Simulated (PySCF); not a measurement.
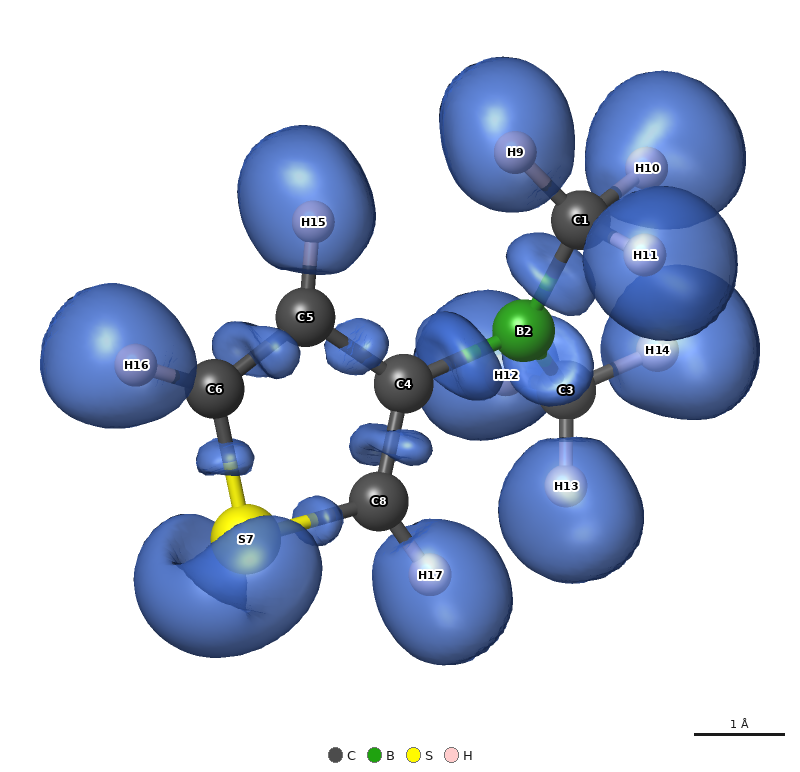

C$_{6}$H$_{9}$BS (SMILES CB(C)c1ccsc1). Isosurface of the ELF at 0.85 (blue), seen at a tilt. Core shells and regions of very low density are left out.

Geometry: GFN2-xTB, MD frame at 250 fs, 400 K.

Method: PySCF 2.14.0, PBE0/pcSseg-1, SCF density, gas phase, non-relativistic.

```xyz
17

C    -1.6141    1.5616   -0.5223
B    -1.2667    0.1457    0.0182
C    -2.2954   -0.9264    0.5563
C     0.2609   -0.2452    0.1880
C     1.3745    0.6420    0.5735
C     2.5843    0.0081    0.6155
S     2.4706   -1.6422    0.0987
C     0.7490   -1.4745   -0.0645
H    -0.9581    2.3731   -0.1343
H    -2.7048    1.8906   -0.2658
H    -1.6923    1.4736   -1.6244
H    -2.2463   -1.0638    1.6221
H    -2.0722   -1.9169    0.2116
H    -3.3661   -0.5818    0.3058
H     1.1279    1.6542    0.8101
H     3.5505    0.4165    0.8099
H     0.3149   -2.3001   -0.4815
```

Identify the bonds, lone pairs and shells in this picture.

Answer. At this value the surface marks out three regions between bonded B–C atoms (shared pairs), three regions between bonded C–C atoms (shared pairs), two regions between bonded C–S atoms (shared pairs), nine regions around hydrogen nuclei and one lobe on S, pointing away from the bonds (lone pairs, which may merge into one lobe).

Values along the shortest contacts:
C–C (1.35 Å): the ELF peaks at about 0.95 between the atoms; a covalent bond. C–B (1.55 Å): the ELF peaks at about 1 between the atoms; a covalent bond.
